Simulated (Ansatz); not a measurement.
**B3BeH4Li: density, localisation and related maps**

Input

```
crystal:
  periodic: [false, false, false]
  atoms:
    - {symbol: B, position_ang: [-1.826606, -2.394664, 0.388497]}
    - {symbol: B, position_ang: [-1.806969, -0.792588, 0.511721]}
    - {symbol: B, position_ang: [-0.698217, -1.591736, -0.343777]}
    - {symbol: Be, position_ang: [-0.455200, 0.223975, -0.360678]}
    - {symbol: Li, position_ang: [-3.414573, -1.663029, 1.578642]}
    - {symbol: H, position_ang: [-2.389380, -3.422362, 0.700127]}
    - {symbol: H, position_ang: [-2.315990, 0.221896, 0.959952]}
    - {symbol: H, position_ang: [0.287706, -1.354106, -1.023264]}
    - {symbol: H, position_ang: [0.110024, 1.395180, -0.661522]}
basis:
  gaussian: {orbitals: def2-TZVPD}
hamiltonian: {xc: {name: PBE0}}
output: {forces: true, orbitals: {seedname: orbitals}}
```

Launched as:

```sh
ansatz run input.yaml --threads 2 --pin off --max-ram 4350MiB --events-out events.jsonl --progress --plain --runs-dir runs
```

Geometry: B3LYP-D3(BJ)/def2-SVP.

Method: isolated molecule in a Gaussian basis; Kohn-Sham density functional theory, functional PBE0 in Ansatz 0.2.0.

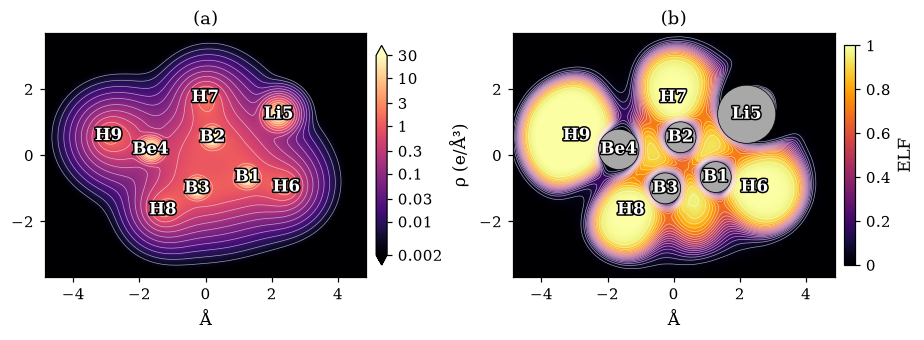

Figure 1. (a) total electron density; (b) ELF on the molecular plane. Grey discs cover the atomic cores in the ELF map.

Question: Interpret the plot.

Answer:
- The section cuts through B, Be, Li and H sites.
- B–B (1.57 Å): ρ is about 1.1 e/Å³ halfway; the ELF peaks at about 0.85 between the atoms: a covalent bond.
- Be–B (1.83 Å): ρ at the midpoint is about 0.6 e/Å³; the ELF peaks at about 0.80 in the valence shell of B, 0.9 Å from its nucleus, and is about 0.80 at the midpoint.
- Li–B (2.12 Å): the density is about 0.34 e/Å³ at the midpoint; the ELF peaks at about 0.80 in the valence shell of B, 0.9 Å from its nucleus, and is about 0.75 at the midpoint.
- B–H (1.21 Å): ρ at the midpoint is about 1.1 e/Å³; the ELF climbs to about 1 towards the hydrogen, as it does in any bond to H: an ordinary covalent bond to hydrogen.
- B–B (1.61 Å): ρ at the midpoint is about 1 e/Å³; the ELF peaks at about 0.90 between the atoms; a covalent bond.

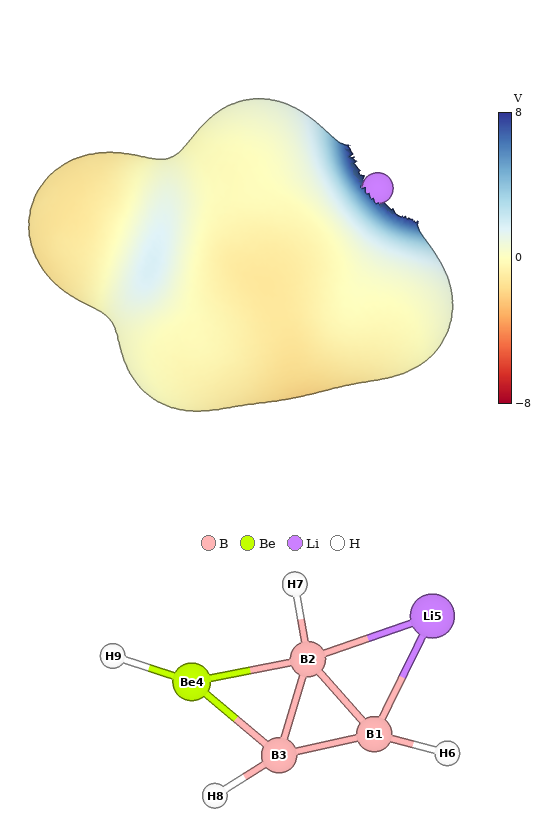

Figure 2. The molecular electrostatic potential painted on the density surface at 0.004 e/bohr³, seen across its widest extent; red is negative and blue positive. The bare structure is drawn below in the same view.

Question: Which sites attract a positive test charge, and which a negative one?

Answer: A positive charge is drawn to the negative regions and a negative charge to the positive ones. The most negative region (about −1.9 V) lies over H8, the most positive (about +6.9 V) over Li5.

Question: What dipole moment does the calculation give?

Answer: Its dipole moment is 7.37 D.

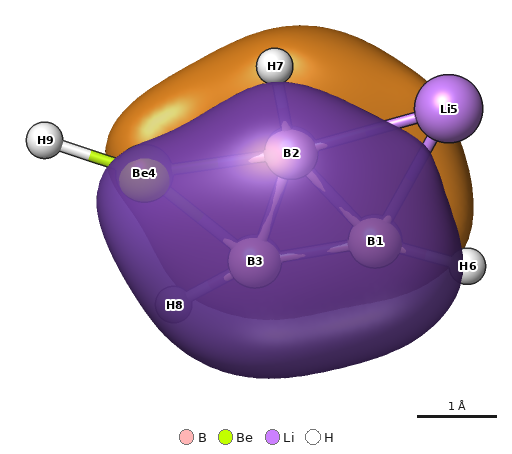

Figure 3. The HOMO−1 at ±0.06 Å⁻³ᐟ² (orange and purple are the two phases), seen at a tilt.

Question: What is the character of this orbital?

Answer: Its weight (Hirshfeld) is mainly on B2 (about 30 %), B3 (about 25 %), B1 (about 25 %) and Be4 (about 10 %); it changes sign across the molecular plane (π type); π-bonding across B1–B2, B1–B3, B2–B3 and B2–Be4. Its energy is −6.51 eV.
